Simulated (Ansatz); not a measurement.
# Ta wire along [110], 33 atoms a period: bands along the axis, part 2 of 2

Wanted: the relaxed geometry and the bands of the Ta wire along [110], 33 atoms a period.

Ansatz 0.2.0; DFT PBE, plane waves, PAW; relaxation of a wire's period; PAW set soft_1 (the session's first sound run).

So far: Set-up; Relaxation of atoms and period.

**2. Relaxation of atoms and period (continued)**

Step by step:

```
step  energy less that of the first step (eV)  largest force component (eV/Å)  pressure (GPa)  volume (Å³)
   1                                   0.0000                          2.7963           -5.08      1526.38
   2                                  -3.2400                          0.6099           -1.12      1483.40
   3                                  -3.5060                          0.3415            0.81      1476.64
   4                                  -3.5949                          0.0842            0.06      1477.68
   5                                  -3.6029                          0.0580           -0.07      1481.33
   6                                  -3.6020                          0.0877           -0.03      1481.35
   7                                  -3.6047                          0.0090           -0.04      1481.99
  8*                                  -3.6011                          0.0089           -0.04      1481.99
```

Relaxation steps marked * repeat the geometry before them on a plane-wave basis chosen anew for their cell, so energy and pressure can jump there. Relaxation step 6 was tried and not accepted.

Forces are held to the 8 operations that the run works with; a distortion that breaks them can't arise in this run.

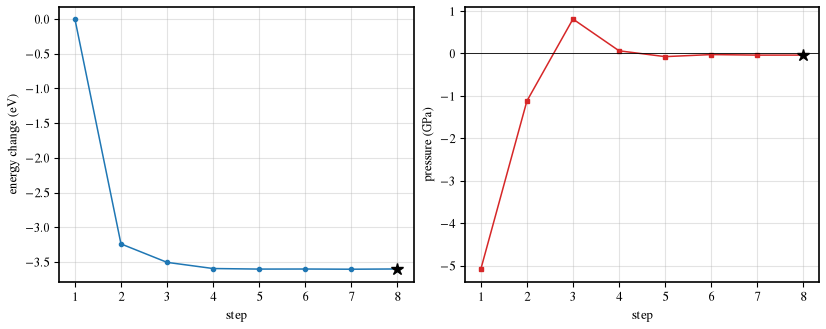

Energy and pressure along the relaxation. Stars mark steps on a basis chosen anew.

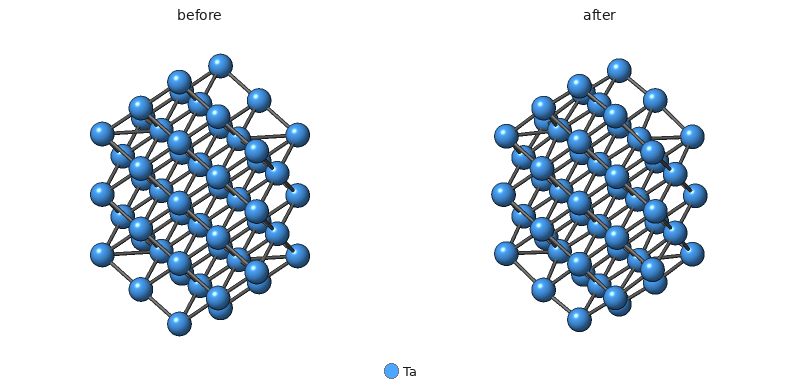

The structure before and after the relaxation, drawn at the same scale.

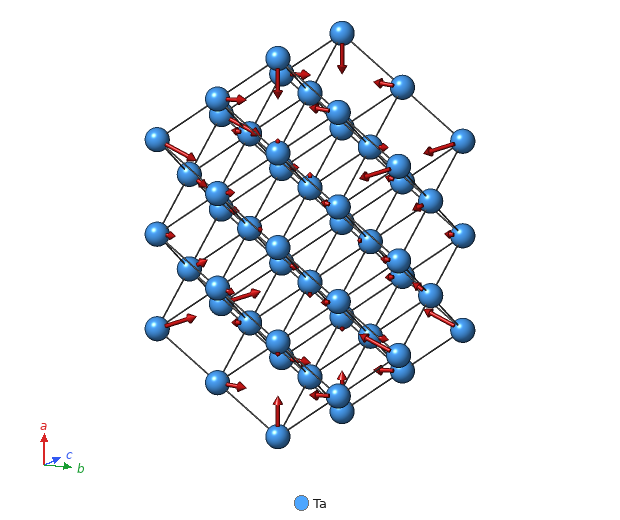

Displacements in the relaxation, exaggerated, measured against the changing cell; the longest in the cell stands for 0.27 Å. Some periodic images of atoms are drawn too.

| cell as run | before | after | change |
| --- | --- | --- | --- |
| c (Å) | 4.695 | 4.559 | -2.9 % |

The atoms that moved most (Å, along periodic axes as changes of fractional coordinates times the final cell, across vacuum about the mean position):

```
atom      dx      dy     dz  length
 Ta9  -0.097   0.253  0.000   0.271
 Ta3   0.097   0.253  0.000   0.271
Ta32  -0.097  -0.253  0.000   0.271
Ta28   0.097  -0.253  0.000   0.271
Ta12  -0.228   0.000  0.000   0.228
 Ta1   0.228   0.000  0.000   0.228
Ta11   0.011   0.165  0.000   0.165
 Ta2  -0.011   0.165  0.000   0.165
```

Final coordinates:

```cif
data_structure
_symmetry_space_group_name_H-M 'P 1'
_symmetry_Int_Tables_number 1
_cell_length_a 20.0800
_cell_length_b 16.1900
_cell_length_c 4.5586
_cell_angle_alpha 90.000
_cell_angle_beta 90.000
_cell_angle_gamma 90.000
_cell_volume 1481.99
loop_
_atom_site_label
_atom_site_type_symbol
_atom_site_fract_x
_atom_site_fract_y
_atom_site_fract_z
_atom_site_occupancy
Ta1 Ta 0.18070 0.50001 0.00000 1
Ta2 Ta 0.25143 0.36518 0.00000 1
Ta3 Ta 0.33951 0.22562 0.00000 1
Ta4 Ta 0.33293 0.50001 0.00000 1
Ta5 Ta 0.41678 0.35930 0.00000 1
Ta6 Ta 0.50000 0.21475 0.00000 1
Ta7 Ta 0.50000 0.50001 0.00000 1
Ta8 Ta 0.58322 0.35930 0.00000 1
Ta9 Ta 0.66049 0.22562 0.00000 1
Ta10 Ta 0.66707 0.50001 0.00000 1
Ta11 Ta 0.74857 0.36518 0.00000 1
Ta12 Ta 0.81930 0.50001 0.00000 1
Ta13 Ta 0.25277 0.50001 0.50000 1
Ta14 Ta 0.33436 0.35030 0.50000 1
Ta15 Ta 0.33436 0.64973 0.50000 1
Ta16 Ta 0.41969 0.21531 0.50000 1
Ta17 Ta 0.41514 0.50001 0.50000 1
Ta18 Ta 0.41969 0.78471 0.50000 1
Ta19 Ta 0.50000 0.35711 0.50000 1
Ta20 Ta 0.50000 0.64291 0.50000 1
Ta21 Ta 0.58031 0.21531 0.50000 1
Ta22 Ta 0.58486 0.50001 0.50000 1
Ta23 Ta 0.58031 0.78471 0.50000 1
Ta24 Ta 0.66564 0.35030 0.50000 1
Ta25 Ta 0.66564 0.64973 0.50000 1
Ta26 Ta 0.74723 0.50001 0.50000 1
Ta27 Ta 0.25143 0.63484 0.00000 1
Ta28 Ta 0.33951 0.77441 0.00000 1
Ta29 Ta 0.41678 0.64072 0.00000 1
Ta30 Ta 0.50000 0.78527 0.00000 1
Ta31 Ta 0.58322 0.64072 0.00000 1
Ta32 Ta 0.66049 0.77441 0.00000 1
Ta33 Ta 0.74857 0.63484 0.00000 1
```

Numbers from this step:

```
energy at zero smearing    : -327765.2295 eV
cell length along the wire : 4.559 Å
```

The cell's length comes to 4.559 Å with spin left out.

**3. The wire at its relaxed period**

This step: DFT PBE, plane waves, PAW; bands of a perfect wire; PAW set soft_1 (Ansatz 0.2.0).

At the relaxed period the bands are computed along the axis; those that cross an energy going forward count the channels that a perfect wire would open there.

The input, input.yaml:

```yaml
crystal:
  lattice:
    - [20.08, 0.0, 0.0]
    - [0.0, 16.19, 0.0]
    - [0.0, 0.0, 4.5586325493]
  atoms:
    - { symbol: Ta, position: [0.180696385, 0.500011676, 0.0] }
    - { symbol: Ta, position: [0.251428795, 0.365183, 0.0] }
    - { symbol: Ta, position: [0.33951021, 0.225616422, 0.0] }
    - { symbol: Ta, position: [0.332931618, 0.500011676, 0.0] }
    - { symbol: Ta, position: [0.416775705, 0.359301209, 0.0] }
    - { symbol: Ta, position: [0.5, 0.214749019, 0.0] }
    - { symbol: Ta, position: [0.5, 0.500011676, 0.0] }
    - { symbol: Ta, position: [0.583224295, 0.359301209, 0.0] }
    - { symbol: Ta, position: [0.66048979, 0.225616422, 0.0] }
    - { symbol: Ta, position: [0.667068382, 0.500011676, 0.0] }
    - { symbol: Ta, position: [0.748571205, 0.365183, 0.0] }
    - { symbol: Ta, position: [0.819303615, 0.500011676, 0.0] }
    - { symbol: Ta, position: [0.252770599, 0.500011676, 0.5] }
    - { symbol: Ta, position: [0.334355396, 0.350296296, 0.5] }
    - { symbol: Ta, position: [0.334355396, 0.649727055, 0.5] }
    - { symbol: Ta, position: [0.419691811, 0.215311881, 0.5] }
    - { symbol: Ta, position: [0.415139103, 0.500011676, 0.5] }
    - { symbol: Ta, position: [0.419691811, 0.78471147, 0.5] }
    - { symbol: Ta, position: [0.5, 0.357110072, 0.5] }
    - { symbol: Ta, position: [0.5, 0.64291328, 0.5] }
    - { symbol: Ta, position: [0.580308189, 0.215311881, 0.5] }
    - { symbol: Ta, position: [0.584860897, 0.500011676, 0.5] }
    - { symbol: Ta, position: [0.580308189, 0.78471147, 0.5] }
    - { symbol: Ta, position: [0.665644604, 0.350296296, 0.5] }
    - { symbol: Ta, position: [0.665644604, 0.649727055, 0.5] }
    - { symbol: Ta, position: [0.747229401, 0.500011676, 0.5] }
    - { symbol: Ta, position: [0.251428795, 0.634840352, 0.0] }
    - { symbol: Ta, position: [0.33951021, 0.77440693, 0.0] }
    - { symbol: Ta, position: [0.416775705, 0.640722143, 0.0] }
    - { symbol: Ta, position: [0.5, 0.785274333, 0.0] }
    - { symbol: Ta, position: [0.583224295, 0.640722143, 0.0] }
    - { symbol: Ta, position: [0.66048979, 0.77440693, 0.0] }
    - { symbol: Ta, position: [0.748571205, 0.634840352, 0.0] }
kpoints:
  mp_grid: { grid: [1, 1, 18] }
  band_path: { path: ["Γ", Z], npoints: 90 }
scf:
  occupations: { method: fermi_dirac, width: 0.05 }
hamiltonian:
  xc: pbe
  pseudopotentials: { kind: paw, azcp: { folder: soft_1 } }
output:
  dos: { e_range: [-5, 4] }
  write_potential: true
  write_density: true
  volumetric_format: npy
```

Command:

```bash
$ ansatz run input.yaml --threads 4 --pin off --max-ram 16384MiB --backend cpu --events-out ev --progress --plain --runs-dir out
```

Numbers of over 12 decimals in the logs are rounded to 6 here.

The program printed:

```text
[...]
Crystal: 33 atoms, lattice volume = 1481.990 Å³
Basis set: ecut = 420 eV, 29055 PW (Γ)
Bands: 258, of which v1, the nominal top of the filled ones, is band 215 counted from 1 (214 counted from 0)
Symmetry: 8 space group operations
[...]
k-points: 10 of 18
[...]
SCF iter   1: F=—  HF=-327800.118849 eV  |F-HF|=—  |Δ(HF+E_count)|=         —  Δρ=4.52e-2  dr2=4.00e2  ethr=3.10e-3  ⟨swp⟩=11.3  Hψ=13047  notcnv=0  defer=43
[...]
SCF iter  12: F=-327765.373645 eV  HF=-327765.373645 eV  |F-HF|=1.03e-8  |Δ(HF+E_count)|=   5.36e-8  Δρ=7.48e-7  dr2=2.14e-8  ethr=2.33e-11  ⟨swp⟩=22.2  Hψ=11267  notcnv=0
SCF 1 converged in 12 iterations: F = -327765.373645 eV  dr2 = 2.14e-8
[...]
NSCF: frozen V_eff on 91 k-points
WARN: pass on a band path, mesh or list of k-points: the 91 k-points are solved 32 at a time at the most, because the 14.40 GiB of host memory that the pass is priced against does not hold them all with the solver's workspace as planned. The pass can take longer, above all where fewer k-points are solved at a time than the run has threads. As a rule a larger memory budget leaves room for more at once. The budget is what a run with no `--max-ram-frac` typed is planned for, 0.8 of the host's memory or its container's limit. More memory there lifts it, and so does a share over 0.88 that is typed (of such a share the budget is ten elevenths): [rest of the remark cut]
WARN: The output density's exchange-correlation potential varies sharply where the density is thin. Do not read a vacuum level from v_tot or v_xc, or from such a field of the output density. On a cell that repeats whose density bears no net charge and no dipole along the vacuum's axis use v_es (v_loc + v_h of the components); under efield.dipole_correction with no amplitude use v_es + v_field, which holds any externa [...]
SCF converged after 12 iterations
Free energy (F): -327765.373645 eV
[...]
Internal energy: -327765.085686 eV  (E = F + TS)
E sigma→0 (E₀):  -327765.229666 eV
Entropy (-TS):   -0.287959 eV (-8.726 meV/atom)
Fermi energy:    5.443558 eV
[...]
--- Band table (eV; the first three rows and the last of 10) ---
  k-point 0: bands = [... 211 lower, 5.2795, 5.2971, 5.3299, 5.3781, 5.5290, 5.5739, 5.6065, 5.6351, ... 39 higher]
  k-point 1: bands = [... 211 lower, 5.2722, 5.2916, 5.2936, 5.4372, 5.5547, 5.5560, 5.5774, 5.6083, ... 39 higher]
  k-point 2: bands = [... 211 lower, 5.2504, 5.2695, 5.3642, 5.4598, 5.5005, 5.5738, 5.5947, 5.5992, ... 39 higher]
  k-point 9: bands = [... 211 lower, 5.1275, 5.1723, 5.3137, 5.5007, 5.5302, 5.5337, 5.5708, 5.6047, ... 39 higher]
```

Elapsed: 10 min, on 4 threads of Arm Neoverse V1, shared host; peak memory 9.5 GiB; 40 min of CPU time.

Reading the cycles: dr2 is the Hartree energy of the density residual (eV), the measure of convergence; HF is the Harris–Foulkes estimate of the energy, which meets the free energy F at convergence.

Numbers from this step:

```yaml
energy_at_zero_smearing: -327765.2297 eV
band_gap: 0 eV
```

Electronic bands along the path, in eV, zero at the Fermi level; # counts the bands kept:

```csv
point,#45,#46,#47,#48,#49,#50,#51,#52
Γ,-0.22,-0.16,-0.15,-0.11,-0.07,0.09,0.13,0.16
Z,-0.33,-0.32,-0.27,-0.13,0.06,0.09,0.09,0.13
```

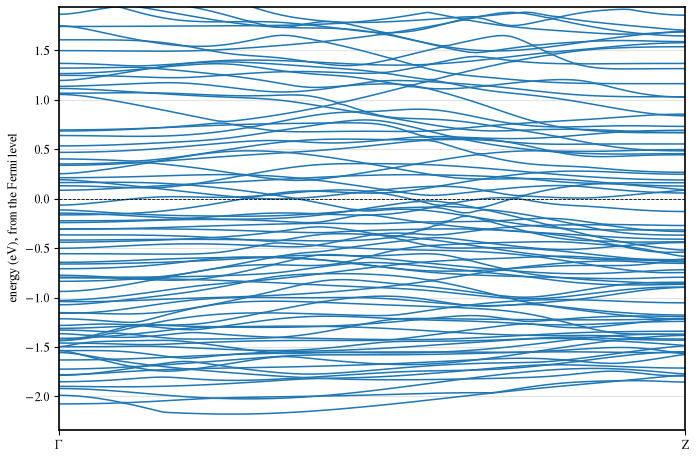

Electronic bands along the path.

Between Γ and Z the bands cross the Fermi level 7 times, so a perfect wire would conduct at least 7 G₀, with spin left out.

**4. Outcome**

```yaml
cell_length_pbe: 4.559 Å
ballistic_conductance_by_band_crossings_a_lower_bound_pbe: 7 G₀
```

**Reading.** Under PBE the cell's length is 4.56 Å, and the bands cross the Fermi level 7 times between Γ and Z, which gives a perfect wire at least 7 G₀ (opposite crossings within one step of the path cancel in such a count). No spin was allowed, though thin wires with open d shells can turn magnetic. Spin-orbit coupling is left out, which matters for the bands of heavy atoms.

[Logs are printed without paths, hosts, clocks, repeated set-up lines and the standing remarks that a program may print on its own settings, such as how far it seeks lower states.]

[Hosts, paths, dates, database ids (printed as entryN), source tags and the programs' standing remarks are cut or masked in the printed files.]
